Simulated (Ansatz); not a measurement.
**AlGaH (quartet): wB97M-V, B2PLYP over vertical spin and charge gaps, def2-QZVPP**

Aim: run AlGaH (quartet) with these functionals over vertical spin and charge gaps, and hold them against the top wave-function level at the same points.

Method: def2-QZVPP, all electrons in the functionals, frozen cores in the correlation of double hybrids and RPA; program: Ansatz 0.2.0, Gaussian basis.

The runs, in order: wB97M-V, B2PLYP, at charge 0, quartet; charge 0, doublet; charge 0, sextet; charge 1, triplet; charge 1, quintet.

10 further runs of the same task are left out: 10 set aside as unsound or not needed. Runs told in other sessions of the task aren't counted.

## 1. What is computed

The geometry is a PBE0/def2-TZVP stationary point (not a proven minimum). No spin-orbit coupling is included. The filled d shell of Ga may be among the frozen orbitals whatever the setting's name suggests.

3 atoms, charge 0, spin multiplicity 4.

Atoms are counted from 1 here; the program's logs count them from 0.

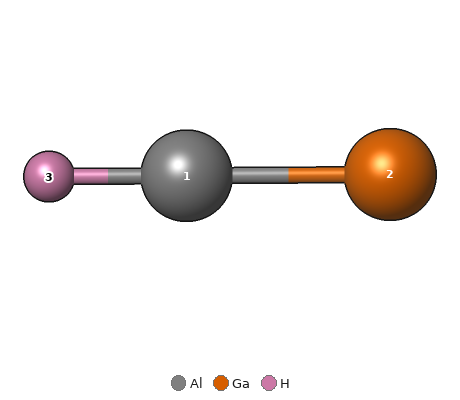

The geometry (aluminium grey, gallium orange, hydrogen pink); atoms are numbered from 1 in the order of the file.

No dispersion term is added; wB97M-V holds VV10 nonlocal correlation.

The geometry shown and the zero of energy belong to the point charge 0, quartet. The yardstick, RCCSD(T), and other wave-function levels (R restricted, U unrestricted, valence and pair active spaces) come from earlier runs.

## 2. wB97M-V, charge 0, quartet

File in.yaml:

```yaml
crystal:
  periodic: [false, false, false]
  atoms:
    - {symbol: Al, position_ang: [0.000000, 0.000000, 0.253900]}
    - {symbol: Ga, position_ang: [0.000000, 0.000000, -2.089700]}
    - {symbol: H, position_ang: [0.000000, 0.000000, 1.835800]}
basis:
  gaussian: {orbitals: "def2-QZVPP.json"}
magnetization: {spin_polarized: true, initial_magnetization: 3}
hamiltonian: {xc: {name: wB97M-V}}
output: {orbitals: {seedname: orbitals}}
```

The run is started by

```
$ ansatz run in.yaml --threads 1 --pin off --events-out ev --progress --plain --max-ram 2393MiB
```

Standard output, cut to the lines that bear on the results:

```text
Functional definition: wB97M-V
  name "wB97M-V"
  cite "Mardirossian & Head-Gordon, J. Chem. Phys. 144, 214110 (2016) doi:10.1063/1.4952647"
  cite "Becke, J. Chem. Phys. 107, 8554 (1997) doi:10.1063/1.475007"
  cite "Vydrov & Van Voorhis, J. Chem. Phys. 133, 244103 (2010) doi:10.1063/1.3521275"
  # Of w^i u^j: cxij and so on, Table III.
[...]
  gx(w, u) = 1 - cx + cx01*u + cx10*w
  gss(w, u) = css00 + css04*u^4 + css10*w + css20*w^2 + css43*w^4*u^3
  gos(w, u) = cos00 + cos10*w + (cos20 + cos21*u)*w^2 + (cos60 + cos61*u)*w^6
[...]
      + integral(e_c_pw_mod_opposite_spin*gos(b97_w_opposite, b97_u_opposite)) + vv10(b, c)
995 factors; their error is unknown
198 factors; integrals over basis functions are off by at most 1.1e-4 eV
[...]
mean field -58986.42101731 eV, -2167.7109899540 hartree, gradient 8.5e-5 eV, S^2 3.756412; 0 other end points of the search recorded, 0 dependent functions left out
reference -58986.42106213 eV, -2167.7109916012 hartree; 24, 21 occupied and 165, 168 virtual orbitals, 995 factors
Total energy: -58986.42106213 eV, -2167.7109916012 hartree
```

Wall time 12 s (1 thread of Intel Xeon 6975P-C, shared host); peak memory 0.62 GiB.

From the report: ⟨S²⟩ of the determinant 3.756 (pure quartet: 3.75).

## 3. wB97M-V, charge 0, doublet

Edit in.yaml of step 2 so:

```diff
@@ -8,3 +8,3 @@
   gaussian: {orbitals: "def2-QZVPP.json"}
-magnetization: {spin_polarized: true, initial_magnetization: 3}
+magnetization: {spin_polarized: true, initial_magnetization: 1}
 hamiltonian: {xc: {name: wB97M-V}}
```

Same command.

Standard output, cut to the lines that bear on the results:

```text
Functional definition: wB97M-V
  name "wB97M-V"
  cite "Mardirossian & Head-Gordon, J. Chem. Phys. 144, 214110 (2016) doi:10.1063/1.4952647"
  cite "Becke, J. Chem. Phys. 107, 8554 (1997) doi:10.1063/1.475007"
  cite "Vydrov & Van Voorhis, J. Chem. Phys. 133, 244103 (2010) doi:10.1063/1.3521275"
  # Of w^i u^j: cxij and so on, Table III.
[...]
  gx(w, u) = 1 - cx + cx01*u + cx10*w
  gss(w, u) = css00 + css04*u^4 + css10*w + css20*w^2 + css43*w^4*u^3
  gos(w, u) = cos00 + cos10*w + (cos20 + cos21*u)*w^2 + (cos60 + cos61*u)*w^6
[...]
      + integral(e_c_pw_mod_opposite_spin*gos(b97_w_opposite, b97_u_opposite)) + vv10(b, c)
995 factors; their error is unknown
198 factors; integrals over basis functions are off by at most 1.1e-4 eV
[...]
mean field -58987.05211570 eV, -2167.7341823919 hartree, gradient 1.2e-5 eV, S^2 0.751749; 2 other end points of the search recorded, 0 dependent functions left out
reference -58987.05216293 eV, -2167.7341841278 hartree; 23, 22 occupied and 166, 167 virtual orbitals, 995 factors
Total energy: -58987.05216293 eV, -2167.7341841278 hartree
```

It took 33 s on 1 thread of Intel Xeon 6975P-C, shared host; peak memory 0.82 GiB.

From the report: ⟨S²⟩ of the determinant 0.752 (pure doublet: 0.75).

From charge 0, quartet: -0.631 eV.

## 4. wB97M-V, charge 0, sextet

Edit in.yaml of step 3 so:

```diff
@@ -8,3 +8,3 @@
   gaussian: {orbitals: "def2-QZVPP.json"}
-magnetization: {spin_polarized: true, initial_magnetization: 1}
+magnetization: {spin_polarized: true, initial_magnetization: 5}
 hamiltonian: {xc: {name: wB97M-V}}
```

The command is unchanged.

Standard output, cut to the lines that bear on the results:

```text
Functional definition: wB97M-V
  name "wB97M-V"
  cite "Mardirossian & Head-Gordon, J. Chem. Phys. 144, 214110 (2016) doi:10.1063/1.4952647"
  cite "Becke, J. Chem. Phys. 107, 8554 (1997) doi:10.1063/1.475007"
  cite "Vydrov & Van Voorhis, J. Chem. Phys. 133, 244103 (2010) doi:10.1063/1.3521275"
  # Of w^i u^j: cxij and so on, Table III.
[...]
  gx(w, u) = 1 - cx + cx01*u + cx10*w
  gss(w, u) = css00 + css04*u^4 + css10*w + css20*w^2 + css43*w^4*u^3
  gos(w, u) = cos00 + cos10*w + (cos20 + cos21*u)*w^2 + (cos60 + cos61*u)*w^6
[...]
      + integral(e_c_pw_mod_opposite_spin*gos(b97_w_opposite, b97_u_opposite)) + vv10(b, c)
995 factors; their error is unknown
198 factors; integrals over basis functions are off by at most 1.1e-4 eV
[...]
mean field -58979.70974152 eV, -2167.4643551176 hartree, gradient 5.3e-6 eV, S^2 8.755217; 6 other end points of the search recorded, 0 dependent functions left out
reference -58979.70978353 eV, -2167.4643566617 hartree; 25, 20 occupied and 164, 169 virtual orbitals, 995 factors
Total energy: -58979.70978353 eV, -2167.4643566617 hartree
```

Wall time 69 s (1 thread of Intel Xeon 6975P-C, shared host); peak memory 0.8 GiB.

From the report: ⟨S²⟩ of the determinant 8.755 (pure sextet: 8.75).

From charge 0, quartet: +6.711 eV.

## 5. wB97M-V, charge 1, triplet

Edit in.yaml of step 4 so:

```diff
@@ -8,3 +8,4 @@
   gaussian: {orbitals: "def2-QZVPP.json"}
-magnetization: {spin_polarized: true, initial_magnetization: 5}
+total_charge: 1
+magnetization: {spin_polarized: true, initial_magnetization: 2}
 hamiltonian: {xc: {name: wB97M-V}}
```

The command is unchanged.

Standard output, cut to the lines that bear on the results:

```text
Functional definition: wB97M-V
  name "wB97M-V"
  cite "Mardirossian & Head-Gordon, J. Chem. Phys. 144, 214110 (2016) doi:10.1063/1.4952647"
  cite "Becke, J. Chem. Phys. 107, 8554 (1997) doi:10.1063/1.475007"
  cite "Vydrov & Van Voorhis, J. Chem. Phys. 133, 244103 (2010) doi:10.1063/1.3521275"
  # Of w^i u^j: cxij and so on, Table III.
[...]
  gx(w, u) = 1 - cx + cx01*u + cx10*w
  gss(w, u) = css00 + css04*u^4 + css10*w + css20*w^2 + css43*w^4*u^3
  gos(w, u) = cos00 + cos10*w + (cos20 + cos21*u)*w^2 + (cos60 + cos61*u)*w^6
[...]
      + integral(e_c_pw_mod_opposite_spin*gos(b97_w_opposite, b97_u_opposite)) + vv10(b, c)
995 factors; their error is unknown
198 factors; integrals over basis functions are off by at most 1.1e-4 eV
[...]
mean field -58979.65135012 eV, -2167.4622092732 hartree, gradient 5.3e-5 eV, S^2 2.008043; 0 other end points of the search recorded, 0 dependent functions left out
reference -58979.65140323 eV, -2167.4622112251 hartree; 23, 21 occupied and 166, 168 virtual orbitals, 995 factors
Total energy: -58979.65140323 eV, -2167.4622112251 hartree
```

Wall time 13 s (1 thread of Intel Xeon 6975P-C, shared host); peak memory 0.61 GiB.

From the report: ⟨S²⟩ of the determinant 2.008 (pure triplet: 2.00).

From charge 0, quartet: +6.770 eV.

## 6. wB97M-V, charge 1, quintet

Edit in.yaml of step 5 so:

```diff
@@ -9,3 +9,3 @@
 total_charge: 1
-magnetization: {spin_polarized: true, initial_magnetization: 2}
+magnetization: {spin_polarized: true, initial_magnetization: 4}
 hamiltonian: {xc: {name: wB97M-V}}
```

Same command.

Standard output, cut to the lines that bear on the results:

```text
Functional definition: wB97M-V
  name "wB97M-V"
  cite "Mardirossian & Head-Gordon, J. Chem. Phys. 144, 214110 (2016) doi:10.1063/1.4952647"
  cite "Becke, J. Chem. Phys. 107, 8554 (1997) doi:10.1063/1.475007"
  cite "Vydrov & Van Voorhis, J. Chem. Phys. 133, 244103 (2010) doi:10.1063/1.3521275"
  # Of w^i u^j: cxij and so on, Table III.
[...]
  gx(w, u) = 1 - cx + cx01*u + cx10*w
  gss(w, u) = css00 + css04*u^4 + css10*w + css20*w^2 + css43*w^4*u^3
  gos(w, u) = cos00 + cos10*w + (cos20 + cos21*u)*w^2 + (cos60 + cos61*u)*w^6
[...]
      + integral(e_c_pw_mod_opposite_spin*gos(b97_w_opposite, b97_u_opposite)) + vv10(b, c)
995 factors; their error is unknown
198 factors; integrals over basis functions are off by at most 1.1e-4 eV
[...]
mean field -58974.79104644 eV, -2167.2835964075 hartree, gradient 4.4e-5 eV, S^2 6.007661; 0 other end points of the search recorded, 0 dependent functions left out
reference -58974.79109797 eV, -2167.2835983012 hartree; 24, 20 occupied and 165, 169 virtual orbitals, 995 factors
Total energy: -58974.79109797 eV, -2167.2835983012 hartree
```

Run time: 13 s. Hardware: 1 thread of Intel Xeon 6975P-C, shared host; peak memory 0.61 GiB.

From the report: ⟨S²⟩ of the determinant 6.008 (pure quintet: 6.00).

From charge 0, quartet: +11.630 eV.

## 7. B2PLYP, charge 0, quartet

File in.yaml:

```yaml
crystal:
  periodic: [false, false, false]
  atoms:
    - {symbol: Al, position_ang: [0.000000, 0.000000, 0.253900]}
    - {symbol: Ga, position_ang: [0.000000, 0.000000, -2.089700]}
    - {symbol: H, position_ang: [0.000000, 0.000000, 1.835800]}
basis:
  gaussian: {orbitals: "def2-QZVPP.json"}
magnetization: {spin_polarized: true, initial_magnetization: 3}
hamiltonian: {xc: {name: B2PLYP}}
correlation: {electrons: outside_noble_gas}
```

Launched as before.

Standard output, cut to the lines that bear on the results:

```text
Functional definition: B2PLYP
  name "B2PLYP"
  cite "Grimme, J. Chem. Phys. 124, 034108 (2006) doi:10.1063/1.2148954"
  cite "Becke, Phys. Rev. A 38, 3098 (1988) doi:10.1103/PhysRevA.38.3098"
  cite "Lee, Yang & Parr, Phys. Rev. B 37, 785 (1988) doi:10.1103/PhysRevB.37.785"
[...]
1186 factors; integrals over basis functions are off by at most 1.0e-3 eV
[...]
mean field -58974.45169986 eV, -2167.2711256508 hartree, gradient 6.5e-6 eV, S^2 3.759746; 0 other end points of the search recorded, 0 dependent functions left out
19 core orbitals not correlated: weight in the atoms' cores, before any rotation towards them, 0.999 or more for the frozen orbitals, at most 0.001 for the correlated occupied ones
reference -58974.45183205 eV, -2167.2711305085 hartree; 5, 2 occupied and 165, 168 virtual orbitals, 1186 factors
second order -3.83762599 eV of doubles, -0.00000000 eV of singles
Total energy: -58975.48799106 eV, -2167.3092086501 hartree
```

It took 7.5 s on 1 thread of Intel Xeon 6975P-C, shared host; peak memory 0.49 GiB.

From the report: ⟨S²⟩ of the determinant 3.760 (pure quartet: 3.75).

## 8. B2PLYP, charge 0, doublet

Edit in.yaml of step 7 so:

```diff
@@ -8,3 +8,3 @@
   gaussian: {orbitals: "def2-QZVPP.json"}
-magnetization: {spin_polarized: true, initial_magnetization: 3}
+magnetization: {spin_polarized: true, initial_magnetization: 1}
 hamiltonian: {xc: {name: B2PLYP}}
```

The command is unchanged.

Standard output, cut to the lines that bear on the results:

```text
Functional definition: B2PLYP
  name "B2PLYP"
  cite "Grimme, J. Chem. Phys. 124, 034108 (2006) doi:10.1063/1.2148954"
  cite "Becke, Phys. Rev. A 38, 3098 (1988) doi:10.1103/PhysRevA.38.3098"
  cite "Lee, Yang & Parr, Phys. Rev. B 37, 785 (1988) doi:10.1103/PhysRevB.37.785"
[...]
1186 factors; integrals over basis functions are off by at most 1.0e-3 eV
[...]
mean field -58974.83606050 eV, -2167.2852506437 hartree, gradient 2.6e-6 eV, S^2 0.925816; 6 other end points of the search recorded, 0 dependent functions left out
19 core orbitals not correlated: weight in the atoms' cores, before any rotation towards them, 0.999 or more for the frozen orbitals, at most 0.001 for the correlated occupied ones
reference -58974.83619377 eV, -2167.2852555415 hartree; 4, 3 occupied and 166, 167 virtual orbitals, 1186 factors
second order -4.06130736 eV of doubles, -0.00000000 eV of singles
Total energy: -58975.93274676 eV, -2167.3255531205 hartree
```

It took 30 s on 1 thread of Intel Xeon 6975P-C, shared host; peak memory 0.59 GiB.

From the report: ⟨S²⟩ of the determinant 0.926 (pure doublet: 0.75).

From charge 0, quartet: -0.445 eV.

## 9. B2PLYP, charge 0, sextet

Edit in.yaml of step 8 so:

```diff
@@ -8,3 +8,3 @@
   gaussian: {orbitals: "def2-QZVPP.json"}
-magnetization: {spin_polarized: true, initial_magnetization: 1}
+magnetization: {spin_polarized: true, initial_magnetization: 5}
 hamiltonian: {xc: {name: B2PLYP}}
```

Launched as before.

Standard output, cut to the lines that bear on the results:

```text
Functional definition: B2PLYP
  name "B2PLYP"
  cite "Grimme, J. Chem. Phys. 124, 034108 (2006) doi:10.1063/1.2148954"
  cite "Becke, Phys. Rev. A 38, 3098 (1988) doi:10.1103/PhysRevA.38.3098"
  cite "Lee, Yang & Parr, Phys. Rev. B 37, 785 (1988) doi:10.1103/PhysRevB.37.785"
[...]
1186 factors; integrals over basis functions are off by at most 1.0e-3 eV
[...]
mean field -58968.04339250 eV, -2167.0356246988 hartree, gradient 1.1e-6 eV, S^2 8.758182; 7 other end points of the search recorded, 0 dependent functions left out
19 core orbitals not correlated: weight in the atoms' cores, before any rotation towards them, 0.998 or more for the frozen orbitals, at most 0.001 for the correlated occupied ones
reference -58968.04352155 eV, -2167.0356294415 hartree; 6, 1 occupied and 164, 169 virtual orbitals, 1186 factors
second order -3.01461214 eV of doubles, -0.00000000 eV of singles
Total energy: -58968.85746683 eV, -2167.0655413787 hartree
```

It took 37 s on 1 thread of Intel Xeon 6975P-C, shared host; peak memory 0.56 GiB.

From the report: ⟨S²⟩ of the determinant 8.758 (pure sextet: 8.75).

From charge 0, quartet: +6.631 eV.

## 10. B2PLYP, charge 1, triplet

Edit in.yaml of step 9 so:

```diff
@@ -8,3 +8,4 @@
   gaussian: {orbitals: "def2-QZVPP.json"}
-magnetization: {spin_polarized: true, initial_magnetization: 5}
+total_charge: 1
+magnetization: {spin_polarized: true, initial_magnetization: 2}
 hamiltonian: {xc: {name: B2PLYP}}
```

Launched as before.

Standard output, cut to the lines that bear on the results:

```text
Functional definition: B2PLYP
  name "B2PLYP"
  cite "Grimme, J. Chem. Phys. 124, 034108 (2006) doi:10.1063/1.2148954"
  cite "Becke, Phys. Rev. A 38, 3098 (1988) doi:10.1103/PhysRevA.38.3098"
  cite "Lee, Yang & Parr, Phys. Rev. B 37, 785 (1988) doi:10.1103/PhysRevB.37.785"
[...]
1186 factors; integrals over basis functions are off by at most 1.0e-3 eV
[...]
mean field -58967.83578331 eV, -2167.0279952020 hartree, gradient 4.6e-6 eV, S^2 2.013498; 0 other end points of the search recorded, 0 dependent functions left out
19 core orbitals not correlated: weight in the atoms' cores, before any rotation towards them, 0.999 or more for the frozen orbitals, at most 0.001 for the correlated occupied ones
reference -58967.83592537 eV, -2167.0280004226 hartree; 4, 2 occupied and 166, 168 virtual orbitals, 1186 factors
second order -3.06497394 eV of doubles, -0.00000000 eV of singles
Total energy: -58968.66346833 eV, -2167.0584120656 hartree
```

Wall time 7.5 s (1 thread of Intel Xeon 6975P-C, shared host); peak memory 0.48 GiB.

From the report: ⟨S²⟩ of the determinant 2.013 (pure triplet: 2.00).

From charge 0, quartet: +6.825 eV.

## 11. B2PLYP, charge 1, quintet

Edit in.yaml of step 10 so:

```diff
@@ -9,3 +9,3 @@
 total_charge: 1
-magnetization: {spin_polarized: true, initial_magnetization: 2}
+magnetization: {spin_polarized: true, initial_magnetization: 4}
 hamiltonian: {xc: {name: B2PLYP}}
```

Same command.

Standard output, cut to the lines that bear on the results:

```text
Functional definition: B2PLYP
  name "B2PLYP"
  cite "Grimme, J. Chem. Phys. 124, 034108 (2006) doi:10.1063/1.2148954"
  cite "Becke, Phys. Rev. A 38, 3098 (1988) doi:10.1103/PhysRevA.38.3098"
  cite "Lee, Yang & Parr, Phys. Rev. B 37, 785 (1988) doi:10.1103/PhysRevB.37.785"
[...]
1186 factors; integrals over basis functions are off by at most 1.0e-3 eV
[...]
mean field -58963.34312439 eV, -2166.8628930321 hartree, gradient 4.5e-6 eV, S^2 6.014905; 0 other end points of the search recorded, 0 dependent functions left out
19 core orbitals not correlated: weight in the atoms' cores, before any rotation towards them, 0.998 or more for the frozen orbitals, at most 0.001 for the correlated occupied ones
reference -58963.34326388 eV, -2166.8628981582 hartree; 5, 1 occupied and 165, 169 virtual orbitals, 1186 factors
second order -2.56742850 eV of doubles, -0.00000000 eV of singles
Total energy: -58964.03646958 eV, -2166.8883729976 hartree
```

Wall time 9 s (1 thread of Intel Xeon 6975P-C, shared host); peak memory 0.48 GiB.

From the report: ⟨S²⟩ of the determinant 6.015 (pure quintet: 6.00).

From charge 0, quartet: +11.452 eV.

## 12. The comparison

No level is safe as a reference over these points; RCCSD(T) serves as a yardstick only. It comes from earlier runs at the same points. Energies in eV, counted from charge 0, quartet; blanks weren't run or aren't comparable.

| level | quartet to doublet | quartet to sextet | ionisation to the triplet cation | ionisation to the quintet cation |
| --- | --- | --- | --- | --- |
| RCCSD(T) | -0.303 | 6.257 | 6.982 | 11.196 |
| wB97M-V | -0.631 | 6.711 | 6.770 | 11.630 |
| B2PLYP | -0.445 | 6.631 | 6.825 | 11.452 |

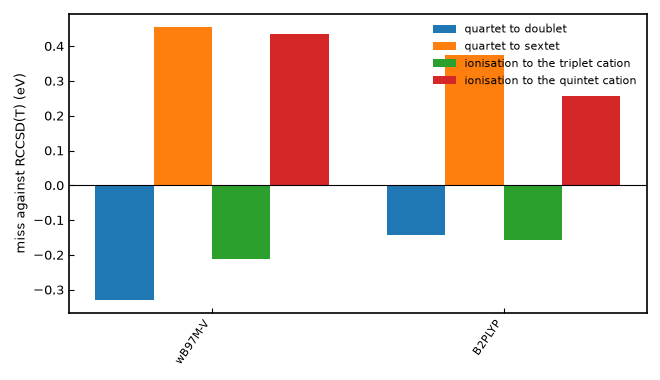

Misses of the gaps against RCCSD(T).

Largest miss and mean time a point (RCCSD(T) took 6.3 min a point; shared hosts):

| level | largest miss (eV) | where | time a point |
| --- | --- | --- | --- |
| wB97M-V | +0.455 | quartet to sextet | 28 s |
| B2PLYP | +0.374 | quartet to sextet | 18 s |

## 13. Outcome

| quantity | value |
| --- | --- |
| quartet to doublet, RCCSD(T) | -0.303 eV |
| quartet to sextet, RCCSD(T) | 6.257 eV |
| ionisation to the triplet cation, RCCSD(T) | 6.982 eV |
| ionisation to the quintet cation, RCCSD(T) | 11.196 eV |
| largest miss, wB97M-V | +0.455 eV (quartet to sextet) |
| largest miss, B2PLYP | +0.374 eV (quartet to sextet) |

What this shows: Of the functionals, B2PLYP keep the smallest largest miss at the points compared (at most 0.374 eV) and wB97M-V strays most (0.455 eV, at quartet to sextet). Functionals and the yardstick converge differently with the basis, so part of each miss in def2-QZVPP is the basis. The yardstick itself may be off where one determinant is a poor start.
